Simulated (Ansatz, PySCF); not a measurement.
Breaking a bond: GaO, doublet.

ROCCSD = CCSD on ROHF/cc-pVQZ, cores with 3d frozen run with Ansatz (an electronic-structure program); UKS-B3LYP/6-31G* = unrestricted B3LYP/6-31G*, spherical d (PySCF 2.14.0); UCCSD(T) = CCSD(T) on UHF/cc-pVQZ, cores with 3d frozen (Ansatz).

Energies are in kcal/mol, each relative to the lowest point of its own curve near equilibrium.

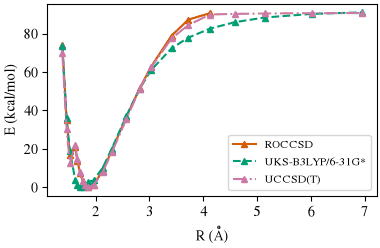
Figure. Energy against bond length for each method.

| R / Å | ROCCSD | UKS-B3LYP/6-31G* | UCCSD(T) |
|---|---|---|---|
| 1.38 | 74.2 | 73.3 | 70.0 |
| 1.46 | 34.8 | 35.9 | 30.1 |
| 1.52 | 17.0 | 18.8 | 12.4 |
| 1.62 | 20.7 | 4.0 | 22.0 |
| 1.66 | 13.6 | 1.4 | 14.5 |
| 1.71 | 7.3 | 0.0 | 7.7 |
| 1.76 | 3.2 | 0.2 | 3.5 |
| 1.80 | 1.3 | 1.2 | 1.4 |
| 1.86 | 0.0 | 2.8 | 0.0 |
| 1.96 | 1.2 | 3.6 | 0.9 |
| 2.13 | 8.6 | 10.1 | 8.0 |
| 2.30 | 19.1 | 20.1 | 18.1 |
| 2.57 | 36.7 | 37.1 | 35.4 |
| 2.82 | 51.7 | 51.3 | 51.2 |
| 3.03 | 62.8 | 61.0 | 62.3 |
| 3.41 | 78.9 | 72.3 | 77.4 |
| 3.72 | 87.2 | 77.8 | 84.4 |
| 4.12 | 90.6 | 82.5 | 89.9 |
| 4.58 | — | 85.9 | 90.2 |
| 5.14 | — | 88.3 | 90.4 |
| 6.02 | — | 90.2 | 90.6 |
| 6.94 | — | 91.0 | 90.6 |

At the longest distance, 6.94 Å, UKS-B3LYP/6-31G* lies highest above its minimum (91.0 kcal/mol) and UCCSD(T) lowest (90.6 kcal/mol).

Dashes: no converged value, or the column stops at the first point that the program doubted or that broke a chosen test of continuity, which isn't proof of a fault.

The T1 diagnostic of CCSD on the restricted reference of ROCCSD exceeds 0.045 at 3.03 to 5.14 Å. The unrestricted determinant behind UKS-B3LYP/6-31G* is spin-contaminated at 2.82 to 6.94 Å (<S²> up to 1.6, against 0.75 for a pure doublet). The unrestricted determinant behind UCCSD(T) is spin-contaminated at 1.62 to 1.66, 2.57 to 6.94 Å (<S²> up to 1.8, against 0.75 for a pure doublet).
